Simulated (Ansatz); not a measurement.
# Br2H4N2Ti (SMILES [NH2][Ti]([NH2])([Br])[Br]): what the fields show

```xyz
9

Br   -0.0068   -2.3580   -1.3920
Br    2.5404    0.6170   -0.8245
N    -0.8824    0.9238   -0.8693
N     0.1975   -0.4458    1.4687
Ti    0.4034   -0.2773   -0.3427
H    -1.5631    1.3949   -0.2810
H    -0.9895    1.2005   -1.8443
H     0.7359    0.0808    2.1541
H    -0.3468   -1.1823    1.9139
```

Geometry: PBE0-D4/def2-SVP.

The calculation used isolated molecule in a Gaussian basis; Kohn-Sham density functional theory, functional PBE0 (Ansatz).

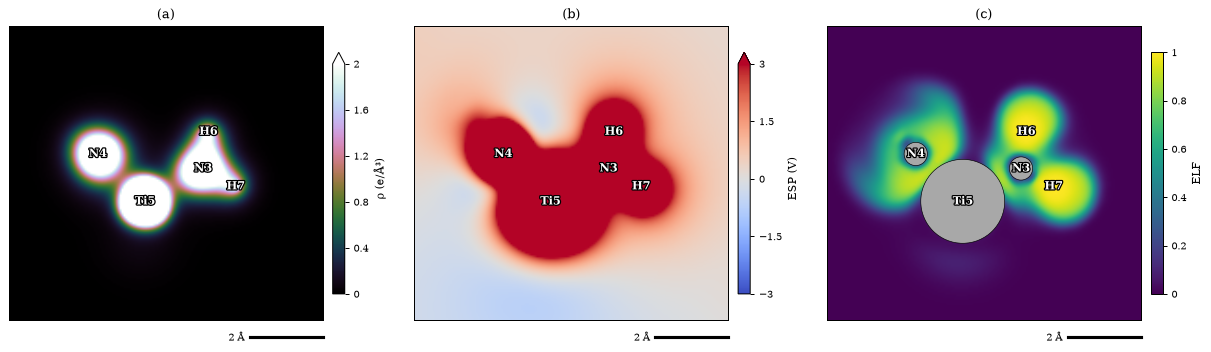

Figure 1. (a) total electron density; (b) molecular electrostatic potential; (c) ELF on the plane of atoms Ti5, N3 and H7. Grey discs cover the atomic cores in the ELF map.

Question: What does the map show?

Answer: Atoms in the plane: N, Ti and H. Ti–N (1.83 Å): ρ is about 1.1 e/Å³ halfway; the ELF peaks at about 0.90 in the valence shell of N, 0.6 Å from its nucleus, and drops to about 0.30 between the two atoms. N–H (1.02 Å): ρ at the midpoint is about 2.8 e/Å³; the ELF climbs to about 1 towards the hydrogen, as it does in any bond to H; a covalent bond by its length. Outside the dense part of the molecule the potential is most negative (−0.7 V) near Br1, which lies off the plane.

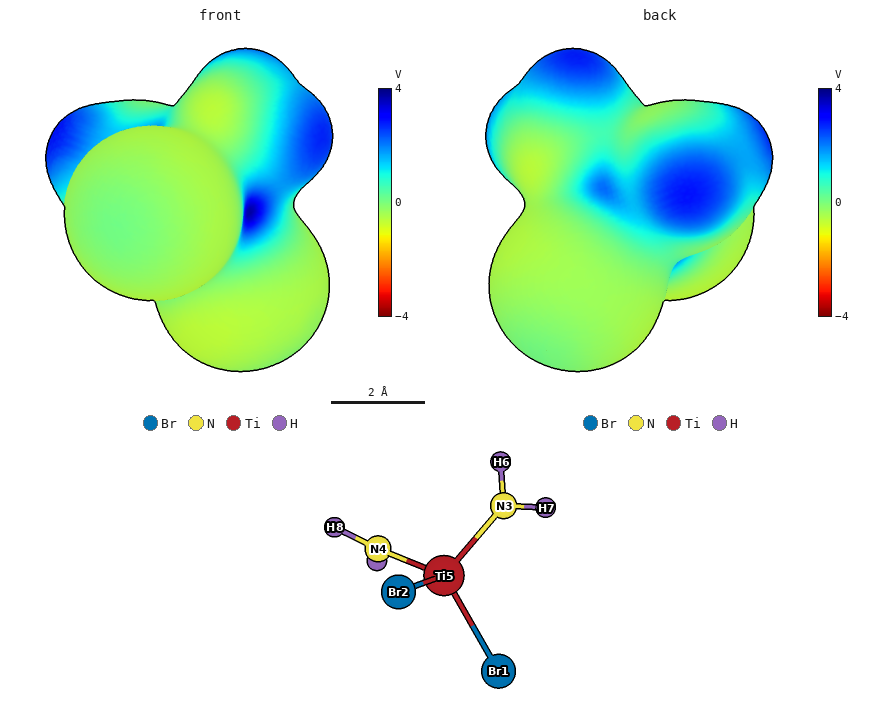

Figure 2. The molecular electrostatic potential painted on the density surface at 0.004 e/bohr³, seen from the front and from behind; the colour scale runs from red (negative) to blue (positive). The bare structure is drawn below in the same view.

Question: Which sites attract a positive test charge, and which a negative one?

Answer: A positive charge is drawn to the negative regions and a negative charge to the positive ones. The most negative region (about −0.6 V, or −14 kcal/mol for a unit charge) lies over Br1, Br2 and N3, the most positive (about +2.9 V, or +67 kcal/mol for a unit charge) over Ti5, H8 and H9.

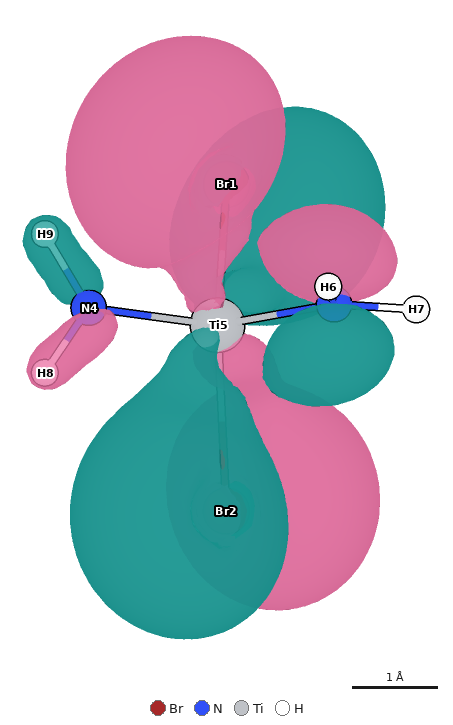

Figure 3. The HOMO−1 at ±0.06 Å⁻³ᐟ² (teal and pink are the two phases), seen from one side.

Question: Where does this orbital lie, and at what energy?

Answer: It lies mainly on Br1 (about 45 %), Br2 (about 45 %) and Ti5 (about 10 %); largely a combination of lone pairs on Br1 and Br2. Its energy is −8.33 eV.
